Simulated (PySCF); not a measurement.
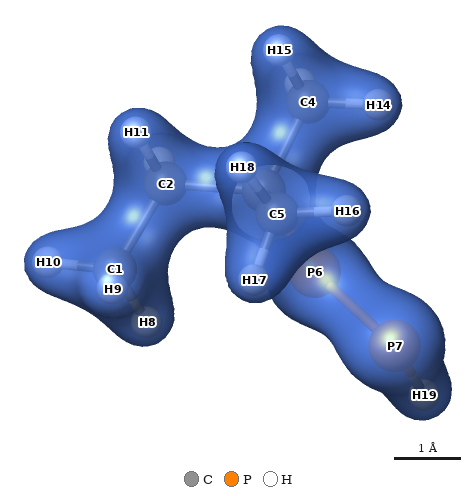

*C5H12P2 (SMILES [H]/P=P/C(C)(C)CC). Isosurface of the electron density at 0.6 e/Å³ (blue), seen across its widest extent.*

Geometry: GFN2-xTB.

These are results of PySCF 2.14.0, CAM-B3LYP/def2-SVPD, SCF density, gas phase, not measurements.

```xyz
19

C    -1.1553   -1.7088   -0.6823
C    -1.1377   -0.1861   -0.7123
C     0.0772    0.4327   -0.0030
C     0.0210    1.9568   -0.1671
C     0.0860    0.0837    1.4806
P     1.6228   -0.1270   -0.9450
P     2.9278   -0.6039    0.5229
H    -0.2209   -2.1058   -1.0828
H    -1.2821   -2.0826    0.3303
H    -1.9739   -2.0878   -1.2897
H    -2.0498    0.1966   -0.2459
H    -1.1355    0.1455   -1.7544
H     0.0264    2.2324   -1.2213
H     0.8778    2.4267    0.3149
H    -0.8876    2.3515    0.2856
H     0.8793    0.6251    1.9952
H     0.2474   -0.9814    1.6366
H    -0.8668    0.3614    1.9308
H     3.9341   -0.9197   -0.4004
```

> Which contacts does the surface bridge?

At this value the surface is in one piece. It bridges the sampled C–C (1.52 Å), C–P (1.89 Å), P–P (2.02 Å) and C–H (1.09 Å) contacts, where the density stays above the isovalue. On the grid the lowest density along these lines, outside the cores, is 1.7 e/Å³ (C–C, 1.52 Å), 1 e/Å³ (C–P, 1.89 Å), 1 e/Å³ (P–P, 2.02 Å) and 1.9 e/Å³ (C–H, 1.09 Å).
